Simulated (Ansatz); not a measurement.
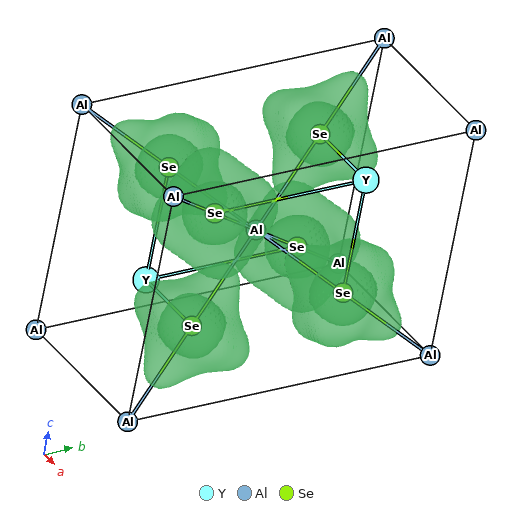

Figure 1: YAlSe3. Isosurface of the ELF at 0.75 (green), seen slightly off an axis. Only the valence region is drawn (cores and ρ < 0.01 e/Å³ removed). Sticks mark near contacts.

Space group Pm-3m; a structure from a database of computed crystals, not necessarily the ambient phase; started from the CsInF3-225 prototype, which need not be the ambient phase.

These are results of DFT, r2SCAN+rVV10, plane waves, PAW in Ansatz, not measurements.

In a PAW calculation such maps are meaningful between the atoms, not at the nuclei.

What do the ELF domains correspond to?

Answer. The ELF exceeds this value in six regions on Se in which the atom's valence shell and bonds are merged, counted in one cell of 10 atoms. Any copies at cell faces, edges or corners count once. Along the contacts the grid gives the following. Al–Se (2.43 Å): the ELF peaks at about 0.85 between the atoms. Y–Se (3.43 Å): the ELF is about 0.35 at the midpoint and 0.05 at its lowest between the atoms (an ionic contact with no shared pair).
